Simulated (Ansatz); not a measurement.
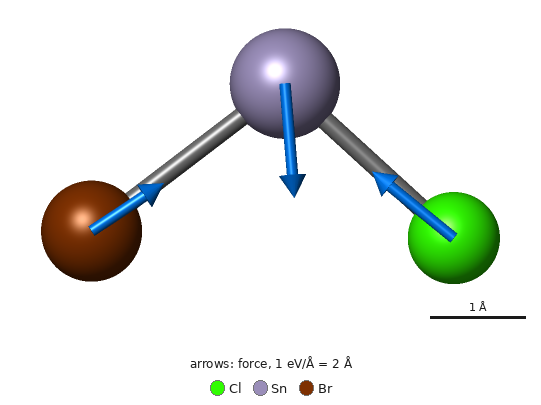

Starting geometry of SnBrCl with the computed forces as blue arrows. The picture is a ball-and-stick view, seen face on.

The start comes from PBE-D4/def2-SVP.

Method: RKS PBE0-D4/def2-TZVP in Ansatz.

The input:
```yaml
crystal:
  periodic: [false, false, false]
  atoms:
    - {symbol: Cl, position_ang: [0.587166, 1.763526, 0.504338]}
    - {symbol: Sn, position_ang: [-0.931753, 0.176121, -0.487508]}
    - {symbol: Br, position_ang: [0.333687, -2.004447, -0.030031]}
basis:
  gaussian: {orbitals: def2-TZVP}
hamiltonian: {xc: pbe0, dispersion: d4}
relax: {f_tol: 0.005, max_steps: 150}
```

Launched with:
```bash
ansatz run in.yaml --threads 4 --pin off --events-out ev --progress --plain --max-ram 10444MiB
```

> Is this structure relaxed? If not, where do the atoms go?

It isn't relaxed: the largest force vector, on Sn2, is 0.61 eV/Å. The final displacements follow the starting forces only in part (cosine between the two patterns 0.68). After 3 geometry steps the energy has fallen by 0.57 kcal/mol. Largest force component: 0.53 eV/Å at the start, 0.0016 eV/Å at the end. The atom that moves furthest after the best rigid fit is Cl1 (0.054 Å). By element the largest moves are Cl 0.054 Å, Br 0.052 Å, Sn 0.006 Å. Near-neighbour distances that change, for instance: Cl1–Sn2 2.411 → 2.363 Å, Sn2–Br3 2.562 → 2.518 Å.
